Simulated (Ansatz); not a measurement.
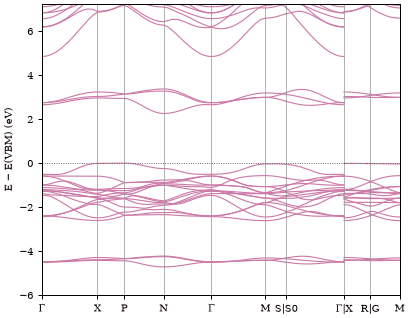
Band structure from plane-wave PAW r²SCAN (Ansatz code)

Q: Read off the gap and where the band edges lie.

A: About 2.3 eV (2.26 eV by a search for the band edges); maximum at P, minimum at N.

Q: Pick the material that matches.
A. Rb2TeBr6, I4/m (Rb on 4d, Te on 2a, Br on 8h, Br on 4e)
B. ZnGeAs2, chalcopyrite
C. VBiO4, I4_1/amd (V on 4b, Bi on 4a, O on 16h)

A: A, Rb2TeBr6, I4/m (Rb on 4d, Te on 2a, Br on 8h, Br on 4e)

The first step of the workflow began from a Materials Project structure, measured or hypothetical; the Crystallography Open Database copy checked does not list it. Its standing as an ambient phase is unchecked. The cell was relaxed with r²SCAN under the symmetry of its start; its stability against distortions is not shown here. Spin–orbit coupling is left out wherever it is not named.

Potentials: the later of the program's two PAW sets.
